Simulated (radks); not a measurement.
System: a free Cs atom, configuration [Xe] 6s1. Level of theory: Dirac Kohn-Sham, PBE, spin-unpolarised, spherical densities, finite nucleus. Computed with the in-house radial solver radks.

Wanted: the number of electrons inside radius r (solid) and the radial density 4πr²ρ (dashed).

The count levels off at 55 electrons. Half of them lie within 0.423 bohr, 90 % within 1.82 bohr and 99 % within 5.24 bohr. The radial density has minima at 0.0356, 0.151 and 0.475 bohr, where the count stands at 2.0, 11.2 and 28.9; these part the shells that the density resolves.

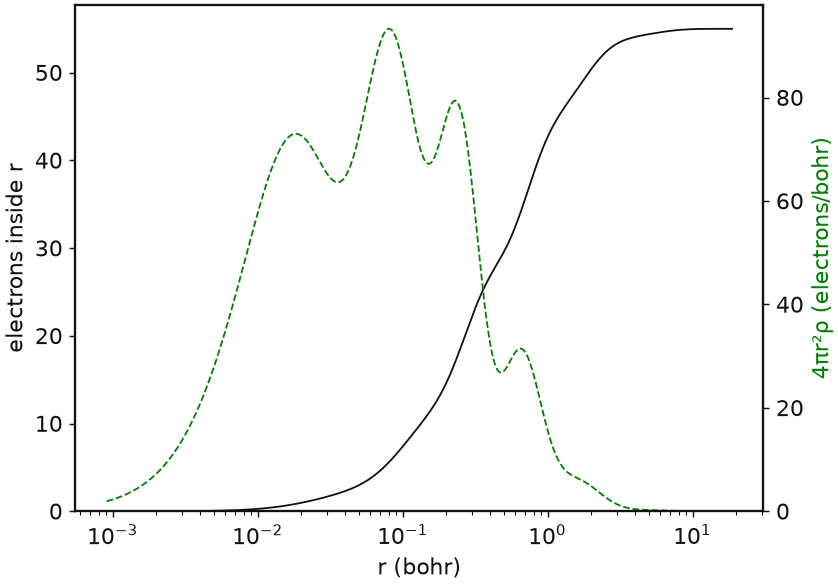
